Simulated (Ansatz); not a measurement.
C5H7F: several calculations on one system

Part 1: Relaxation

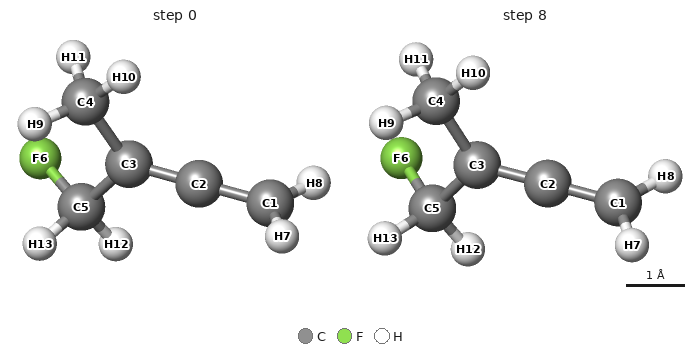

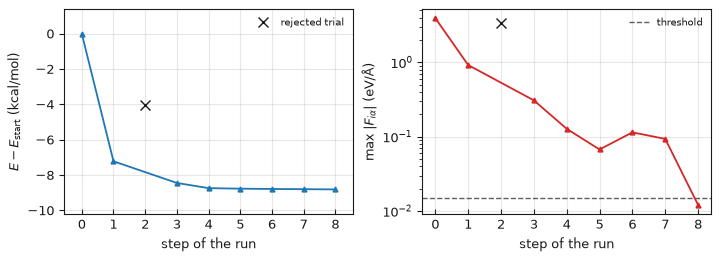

First and last geometry of a relaxation of C₅H₇F, with the history of the run. A ball-and-stick model, seen from a free direction.

The run prepares an end point of a later path (torsion) calculation, from a guessed geometry.

Level of theory: RKS BHLYP/6-31G* in Ansatz 0.2.0. (no spin polarisation; force threshold 0.015 eV/Å; at most 40 steps)

Q: Read the history and describe the run.

A: It converged. F6 moves most after the best rigid fit: 0.23 Å. Largest moves by element: F 0.23 Å, H 0.22 Å, C 0.08 Å. Some distances before and after: C3–C4 1.547 → 1.504 Å, C4–H11 1.129 → 1.087 Å, C1–H7 1.039 → 1.080 Å, C4–H9 1.051 → 1.090 Å. Among the angles between lasting bonds that change: C3–C4–H11 103.2° → 110.0°, C2–C1–H8 114.8° → 121.4°, H9–C4–H10 115.0° → 108.6°. Over 7 accepted moves (8 points after the start) the energy falls by 8.81 kcal/mol. Largest force component: 3.9 eV/Å at the start, 0.012 eV/Å at the end. The line search rejected the trial step at point 2 of the run. The run took 28 s on 2 threads of Arm Neoverse V2, with other jobs on the host, peak memory 0.23 GiB.

```json
{"step": "0", "E − E(0), kcal/mol": "0.00", "largest force component, eV/Å": "3.9315", "note": ""}
{"step": "1", "E − E(0), kcal/mol": "-7.22", "largest force component, eV/Å": "0.9188", "note": ""}
{"step": "2", "E − E(0), kcal/mol": "-4.06", "largest force component, eV/Å": "3.4231", "note": "rejected"}
{"step": "3", "E − E(0), kcal/mol": "-8.45", "largest force component, eV/Å": "0.3078", "note": ""}
{"step": "4", "E − E(0), kcal/mol": "-8.74", "largest force component, eV/Å": "0.1274", "note": ""}
{"step": "5", "E − E(0), kcal/mol": "-8.77", "largest force component, eV/Å": "0.0672", "note": ""}
{"step": "6", "E − E(0), kcal/mol": "-8.79", "largest force component, eV/Å": "0.1142", "note": ""}
{"step": "7", "E − E(0), kcal/mol": "-8.80", "largest force component, eV/Å": "0.0932", "note": ""}
{"step": "8", "E − E(0), kcal/mol": "-8.81", "largest force component, eV/Å": "0.0120", "note": ""}
```

Part 2: Relaxation

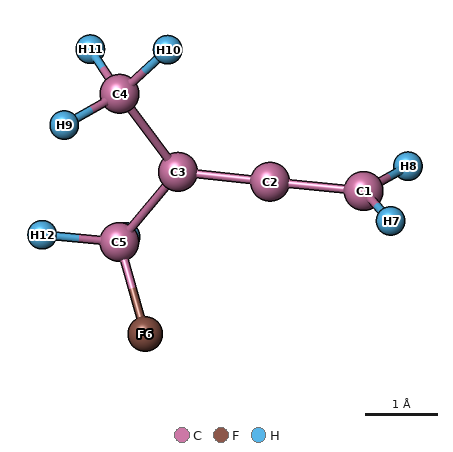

Starting structure of C₅H₇F. Style: ball-and-stick. Shown at a tilt.

The run prepares an end point of a later path (torsion) calculation, from a guessed geometry.

Theory: RKS BHLYP/6-31G* in Ansatz.

Input file:
```yaml
crystal:
  periodic: [false, false, false]
  atoms:
    - { symbol: C, position_ang: [-0.4103, -2.3265, 0.7188] }
    - { symbol: C, position_ang: [-0.2209, -1.066, 0.3307] }
    - { symbol: C, position_ang: [-0.0075, 0.1626, -0.0644] }
    - { symbol: C, position_ang: [0.7906, 0.487, -1.3494] }
    - { symbol: C, position_ang: [-0.3351, 1.3463, 0.7698] }
    - { symbol: F, position_ang: [0.00051, 1.14146, 2.08271] }
    - { symbol: H, position_ang: [0.3491, -2.8888, 1.1507] }
    - { symbol: H, position_ang: [-1.4035, -2.7, 0.5633] }
    - { symbol: H, position_ang: [1.6147, 1.0984, -1.122] }
    - { symbol: H, position_ang: [1.0314, -0.4322, -1.8461] }
    - { symbol: H, position_ang: [0.0378, 1.0331, -1.9893] }
    - { symbol: H, position_ang: [0.18457, 2.26023, 0.42973] }
    - { symbol: H, position_ang: [-1.37208, 1.60085, 0.78734] }
basis:
  gaussian: { orbitals: "6-31G*" }
hamiltonian:
  xc: { name: BHLYP }
relax:
  f_tol: 0.015
  max_steps: 40
output:
  orbitals: {}
```

Command:
```bash
ansatz run input.yaml --threads 2 --pin off --max-ram 3072MiB --backend cpu --events-out ev --progress --plain --runs-dir out
```

> What does the optimiser find from here?

The energy falls by 0.460 eV in 11 accepted moves (14 points after the start). The largest force component goes from 3.9 to 0.0048 eV/Å. The line search rejected the trial steps at points 2, 10, 13 of the run. F6 moves most after the best rigid fit: 0.79 Å. By element the largest moves are F 0.79 Å, H 0.78 Å, C 0.19 Å. Among the contacts that change: C3–C4 1.547 → 1.505 Å, C1–H7 1.039 → 1.080 Å, C4–H11 1.129 → 1.090 Å, C4–H9 1.051 → 1.090 Å. Among the angles between lasting bonds that change: C3–C4–H11 103.2° → 110.9°, C2–C1–H8 114.8° → 121.5°, H9–C4–H10 115.0° → 108.3°. Groups turn about C3–C5 by about 45°.

The structure at the end:

```xyz
13

C    -0.3161   -2.2728    0.7648
C    -0.1328   -1.0521    0.3668
C     0.0571    0.1653   -0.0476
C     0.6121    0.4936   -1.4071
C    -0.2715    1.3454    0.8199
F    -0.7699    0.9620    2.0340
H     0.4553   -2.8181    1.2878
H    -1.2511   -2.7866    0.5984
H     1.5339    1.0685   -1.3234
H     0.8242   -0.4087   -1.9688
H    -0.0925    1.0953   -1.9806
H     0.6216    1.9469    0.9891
H    -1.0111    1.9777    0.3286
```

After the run, drawn alike:

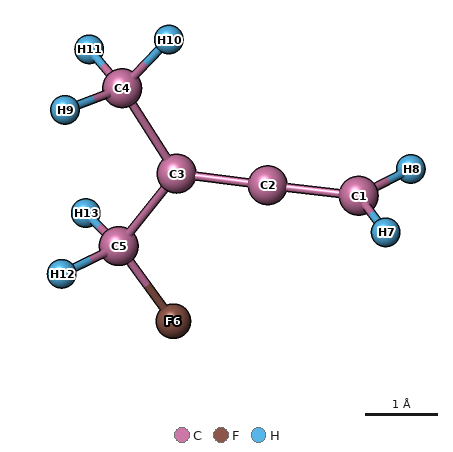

Part 3: Path

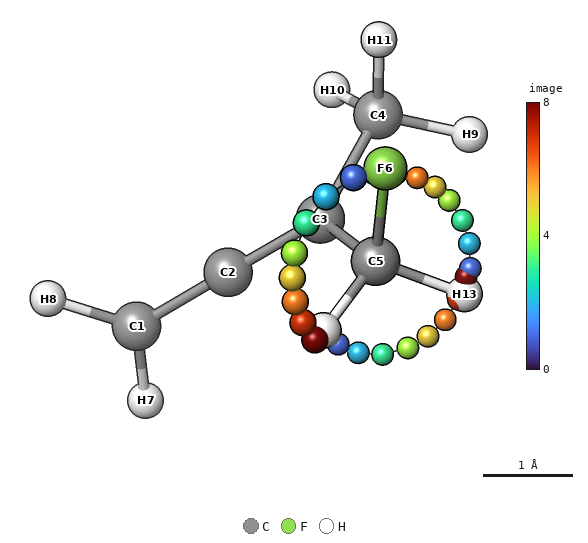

A nudged-elastic-band calculation for C₅H₇F. Images are numbered from 0 (start) to 8 (end). The start is drawn whole; smaller spheres mark the moving atoms (F, H) in the later images, joined by lines and coloured by the number of the image. The picture is a ball-and-stick view, seen from a free direction.

Method: RKS BHLYP/6-31G* in Ansatz. Run with 7 movable images; climbing image; force threshold 0.05 eV/Å; iteration limit 60; starting path through a guess of the saddle point.

### What moves, how far, and at what cost in energy?

The motion is a rotation about the C–C bond by about 125°, with a turn of about 235° about C–C, with a turn of about 230° about C–C. No bond forms or breaks between the ends. The energy climbs by 0.144 eV to image 4 and then falls by 0.090 eV, so the end point sits at +0.054 eV. The band converged in 17 iterations. The largest component of the band force went from 20 to 0.022 eV/Å. The climbing image converged on the top of the path. Its vibrational analysis gives one imaginary mode (93i cm⁻¹), as a transition state must have.

Cost: 5.4 min on 2 threads of Arm Neoverse V2 (shared host), peak memory 0.23 GiB.
